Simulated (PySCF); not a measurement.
CH₅NO₂Si, SMILES O=C(O)[SiH2]N at its PBE/def2-SVP optimised geometry (Å):

```
10

N      1.4296    -1.2026     0.0000
Si    -0.3031    -1.2026     0.0000
C     -0.6593     0.7032     0.0000
O      0.1961     1.5308     0.2696
O     -1.9393     1.0401    -0.2884
H      1.8446    -0.3369     0.3619
H      1.9835    -2.0243     0.2457
H     -0.8903    -1.8633    -1.2160
H     -1.0090    -1.7791     1.2074
H     -1.9835     2.0243    -0.2245
```

Level of theory: PBE/def2-TZVP run with PySCF. Cells within 0.4 Å of a nucleus heavier than hydrogen are left out (blank, or x).

Map of the Laplacian of the electron density (e/bohr⁵), clipped to [-1.50, 1.50] on the plane z = 0.0 Å:

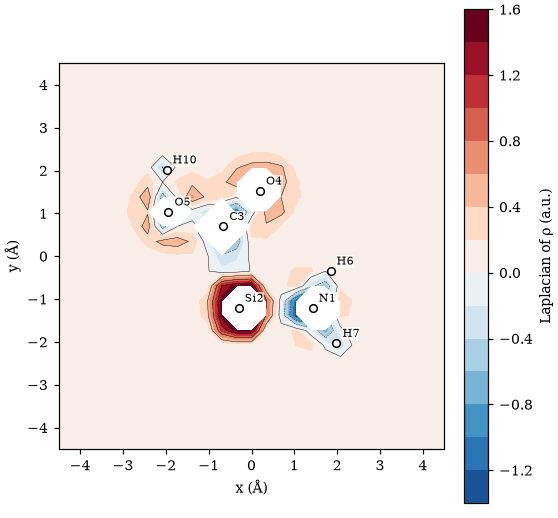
Figure. Laplacian of the electron density (e/bohr⁵), clipped to [-1.50, 1.50] on the plane z = 0.0 Å.
